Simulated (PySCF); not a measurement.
# H15N5Ti ([Ti(NH3)5]3+): the cost of one run

Programs: PySCF 2.14.0, with routines of our own; each step states its level. All values are computed. Atoms count from 0.

### 1 The system as given

21 atoms, charge 3, states of the metal's open shell are computed; geometry from: model start, shaken.

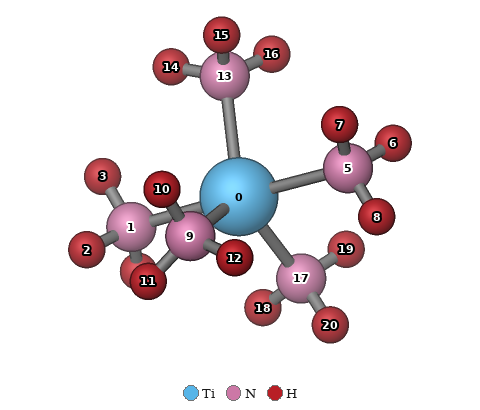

The starting geometry (titanium blue, nitrogen pink, hydrogen red); sticks join atoms by distance alone.

### 2 Relaxing the molecule at PBE0-D3(BJ)/def2-SVP

Job settings and geometry (Å):

```
{"job": {"xc": "PBE0", "basis": "def2-SVP", "d3": "d3bj", "grid": 1, "maxiter": 45, "solvent": "water", "kind": "geom"}, "charge": 3, "metal": "Ti", "open_shell": "d1"}
Ti     0.000020     0.004480    -0.004110
N     -0.013360    -0.006820     2.025130
H      0.943260     0.020100     2.422950
H     -0.480490     0.823450     2.435690
H     -0.469600    -0.830060     2.429900
N      0.010430    -0.020160    -2.046860
H     -0.970880    -0.019340    -2.457960
H      0.467650     0.797090    -2.426270
H      0.473530    -0.818910    -2.468090
N      2.031920    -0.000730     0.001700
H      2.407380     0.935190    -0.014680
H      2.418200    -0.455270     0.803990
H      2.429850    -0.457910    -0.824860
N     -1.021680     1.768350     0.000960
H     -1.233540     2.105880     0.962740
H     -0.531610     2.525680    -0.469390
H     -1.931560     1.726690    -0.459750
N     -1.037990    -1.765570     0.008650
H     -1.218000    -2.094490     0.941360
H     -1.911930    -1.675100    -0.481310
H     -0.505350    -2.519740    -0.469270
```

Started as:

```sh
$ OMP_NUM_THREADS=1 python lf_run.py task.json out
```

This one command runs all jobs of the session in turn.

**Question.** How long does this first job take on 1 thread of Intel Xeon 6975P-C, shared host, and how much memory does it need?

About 29 min, with a peak of 1.7 GiB.
